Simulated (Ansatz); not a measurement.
```xyz
8

As    0.5087   -1.3736    3.3449
P    -1.3819   -1.5296   -0.3789
Sn    0.5975   -0.4207    0.8450
H    -0.6778   -2.7232   -0.7283
H    -1.1199   -0.8943   -1.6326
H     0.0576    1.2418    1.0178
H     1.2679   -2.6547    2.9918
H     1.7946   -0.6499    3.7520
```

Geometry: B3LYP-D3(BJ)/def2-SVP; core potentials replace the inner electrons of Sn.

Level of theory: Ansatz 0.2.0, isolated molecule in a Gaussian basis; Kohn-Sham density functional theory, functional PBE0.

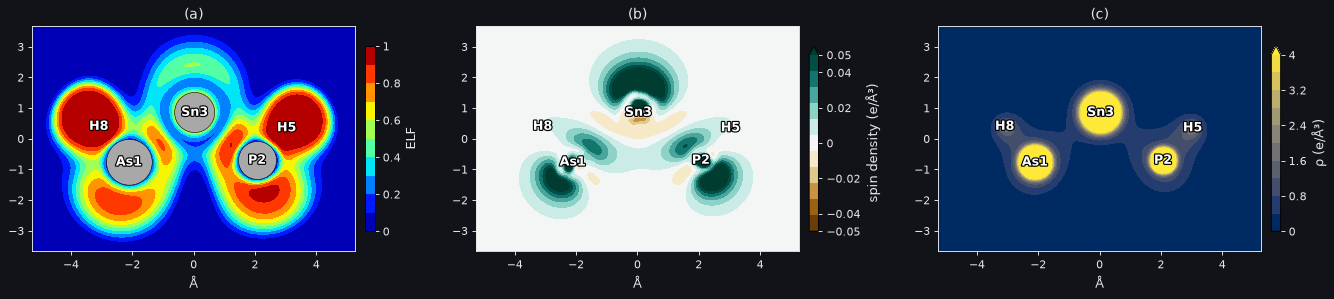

AsH₅PSn (SMILES [PH2][SnH][AsH2]) (doublet). (a) electron localisation function; (b) spin density (α minus β); (c) electron density on the plane of atoms As1, Sn3 and P2. Grey discs cover the atomic cores in the ELF map.

### What do the fields say about this system?

- Atoms in the plane: As, P, Sn and H.
- Sn–P (2.58 Å): the density is about 0.47 e/Å³ at the midpoint; the ELF peaks at about 0.90 in the valence shell of P, 1.0 Å from its nucleus, and drops to about 0.20 between the two atoms.
- Sn–As (2.68 Å): ρ is about 0.43 e/Å³ halfway; the ELF peaks at about 0.80 between the atoms (a shared electron pair).
- P–H (1.43 Å): ρ at the midpoint is about 1.1 e/Å³; the ELF climbs to about 1 towards the hydrogen, as it does in any bond to H.
- As–H (1.53 Å): the density is about 1.1 e/Å³ at the midpoint; the ELF climbs to about 1 towards the hydrogen.
- The ELF also peaks beside As1 and P2, away from the bonds: non-bonding electrons, paired or unpaired.
- The unpaired spin (1 electron) lies mostly on Sn3 (about 0.6), As1 (about 0.2) and P2 (about 0.2), in electrons by Hirshfeld's partition.
